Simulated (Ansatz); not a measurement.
Consider TiSi8Mo3.

The calculation's input:

```
crystal:
  lattice:
    - [2.2833275225, -3.9642368299, 0.0]
    - [2.2833275225, 3.9642368299, 0.0]
    - [0.0, 0.0, 9.1000953888]
  atoms:
    - { symbol: Ti, position: [0.0, 0.0, 0.0] }
    - { symbol: Si, position: [0.6676631379, 0.3323368621, 0.0] }
    - { symbol: Si, position: [0.1652648669, 0.8347351331, 0.7503715242] }
    - { symbol: Si, position: [0.6661592393, 0.3338407607, 0.5] }
    - { symbol: Si, position: [0.1652648669, 0.8347351331, 0.2496284758] }
    - { symbol: Si, position: [0.3323368621, 0.6676631379, 0.0] }
    - { symbol: Si, position: [0.8347351331, 0.1652648669, 0.7503715242] }
    - { symbol: Si, position: [0.3338407607, 0.6661592393, 0.5] }
    - { symbol: Si, position: [0.8347351331, 0.1652648669, 0.2496284758] }
    - { symbol: Mo, position: [0.5, 0.5, 0.749405526] }
    - { symbol: Mo, position: [0.0, 0.0, 0.5] }
    - { symbol: Mo, position: [0.5, 0.5, 0.250594474] }
basis:
  ecutwfc: 420
kpoints:
  mp_grid: { grid: [10, 10, 4] }
  band_path:
    path:
      - [[0.0, 0.0, 0.0], [-0.5, 0.5, 0.0], [-0.3329387, 0.6670613, 0.0]]
      - [[0.3329387, 0.3329387, 0.0], [0.0, 0.0, 0.0], [0.0, 0.0, 0.5], [0.3329387, 0.3329387, 0.5]]
      - [[-0.3329387, 0.6670613, 0.5], [-0.5, 0.5, 0.5], [-0.5, 0.5, 0.0]]
      - [[0.0, 0.0, 0.0], [0.0, 0.5, 0.0], [0.0, 0.5, 0.5], [0.0, 0.0, 0.5], [-0.5, 0.5, 0.5]]
    npoints: 10
hamiltonian:
  xc: pbesol
scf:
  occupations: { method: gaussian, width: 0.1 }
  n_extra_bands: 30
output:
  forces: true
  stress: true
  eigenvalues: true
  populations: true
  dos: { projected: true, de: 0.02, nscf_kmesh: { grid: [12, 12, 5] } }
  bader: false
  write_density: true
  write_potential: true
  elf: true
  volumetric_format: npy
```

Launched as:

```sh
ansatz run input.yaml --threads 1 --pin off --max-ram 2560MiB --backend cpu --events-out ev --progress --plain --runs-dir out
```

Below, planes, directions and counts refer to the conventional cell (a = 4.57 Å, b = 7.93 Å, c = 9.10 Å, α = 90.00°, β = 90.00°, γ = 90.00°).

Space group Cmmm; a structure generated by program, which may or may not match a known phase; computed pressure about −5 GPa in this cell; computed without spin polarisation.

The calculation used Ansatz, DFT PBEsol, scalar-relativistic, plane waves, PAW.

Predict the valence pseudo-density and electron localisation function between the atoms.

Ti–Si (2.62 Å): ρ is about 0.3 e/Å³ halfway; the ELF peaks at about 0.75 in the valence shell of Si, 0.9 Å from its nucleus, and is about 0.40 at the midpoint.
Si–Mo (2.62 Å): ρ is about 0.39 e/Å³ halfway; the ELF peaks at about 0.70 in the valence shell of Si, 0.9 Å from its nucleus, and is about 0.40 at the midpoint.

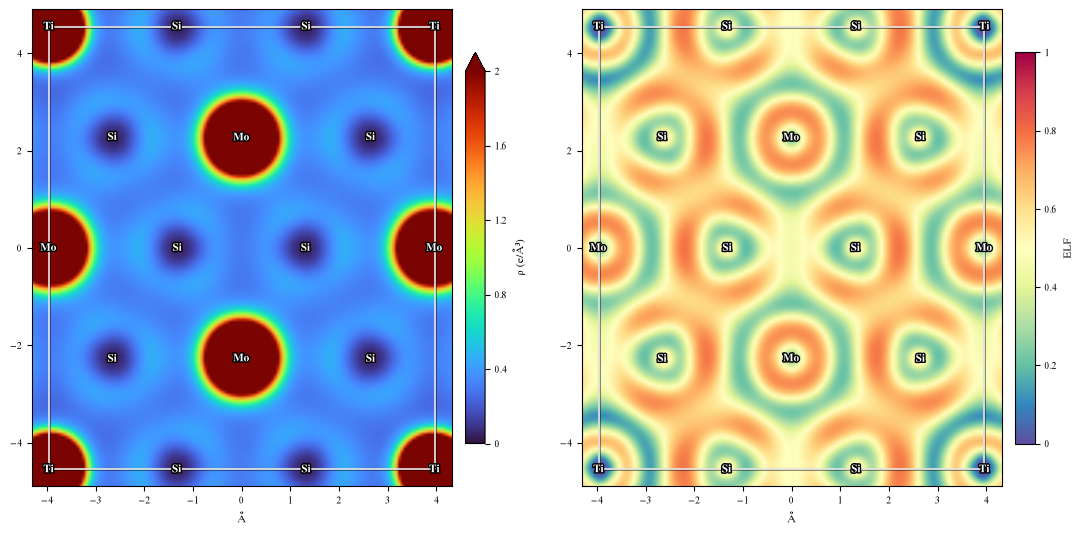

Computed valence pseudo-density and electron localisation function on the (100) plane of the conventional cell, in this order. 
